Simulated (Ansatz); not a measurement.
# ClH3O3Ti···H2: what the fields show

```
atom    x (Å)    y (Å)    z (Å)
  Ti  -0.2016  -0.3305  -0.1287
  Cl  -0.0817  -0.1160   2.0944
   O   1.4342  -0.4272  -0.8242
   H   2.0007  -1.1921  -0.9867
   O  -1.0192   1.0829  -0.8379
   H  -1.9560   1.2426  -1.0092
   O  -1.1132  -1.8141  -0.4253
   H  -1.5701  -2.5542  -0.0104
   H   1.8724   3.0046   1.7922
   H   1.4730   2.3668   1.9151
```

Level of theory: Ansatz, RKS B3LYP-D4/def2-SVP.

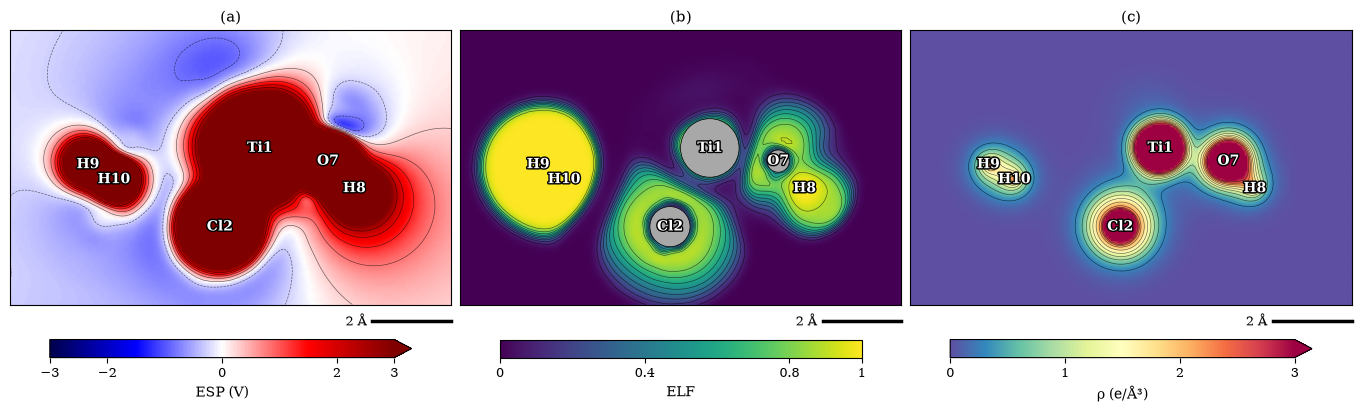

Figure 1. (a) electrostatic potential; (b) electron localisation function; (c) electron density on the plane of atoms Cl2, Ti1 and O7. Grey discs cover the atomic cores in the ELF map.

What does the map show?

The plane passes through Ti, Cl, O and H nuclei.
Cl2···H10 (2.93 Å): the density falls to about 0.04 e/Å³ on the way; the ELF dips to about 0 between them: a weak contact between the two molecules.
Ti–O (1.77 Å): ρ is about 1.1 e/Å³ halfway; the ELF peaks at about 0.80 in the valence shell of O, 0.5 Å from its nucleus, and drops to about 0.25 between the two atoms.
Ti–Cl (2.24 Å): the density is about 0.59 e/Å³ at the midpoint; the ELF peaks at about 0.85 in the valence shell of Cl, 0.9 Å from its nucleus, and is about 0.35 at the midpoint.
H–H (0.76 Å): the density is about 1.7 e/Å³ at the midpoint; the ELF is about 1 at the midpoint.
O–H (0.96 Å): ρ at the midpoint is about 3.6 e/Å³; the ELF climbs to about 1 towards the hydrogen, as it does in any bond to H; an ordinary covalent bond to hydrogen.
Outside the dense part of the complex the potential is most negative (−1.1 V) near O7.

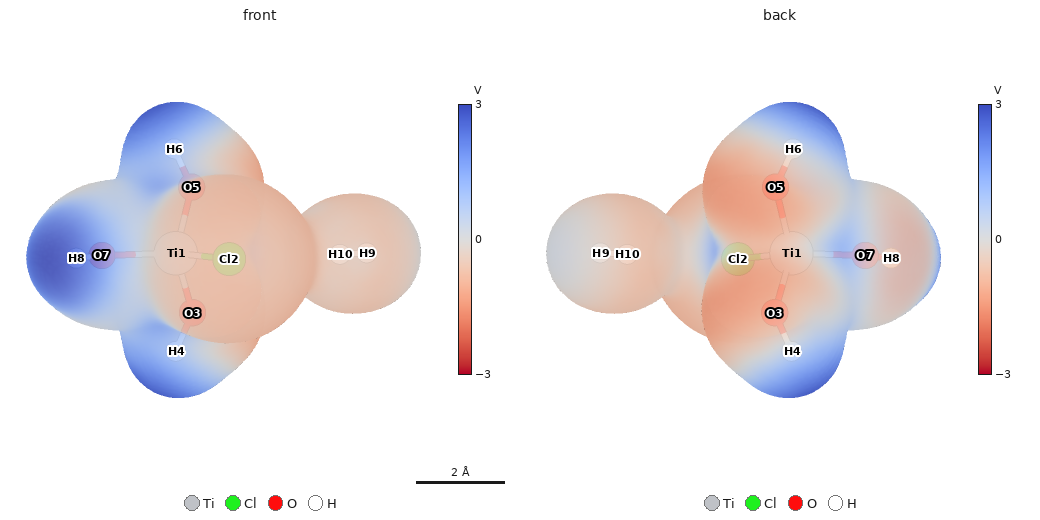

Figure 2. The molecular electrostatic potential painted on the density surface at 0.002 e/bohr³, seen from the front and from behind; red is negative and blue positive.

Where is the surface potential most negative and most positive?

The most negative region (about −1.4 V) lies over O3 and O5, the most positive (about +2.8 V) over H8.

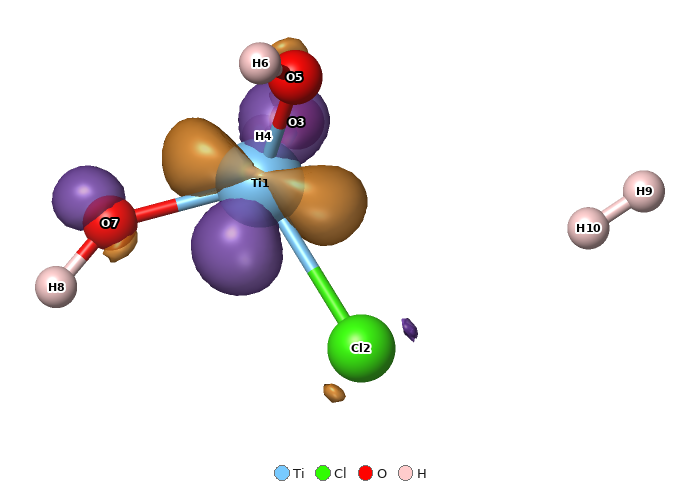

Figure 3. The LUMO at ±0.2 Å⁻³ᐟ² (orange and purple are the two phases), seen from one side.

Where does this orbital lie, and at what energy?

It lies mainly on Ti1 (about 75 %), O7 (about 10 %) and Cl2 (about 5 %). Its energy is −2.11 eV.
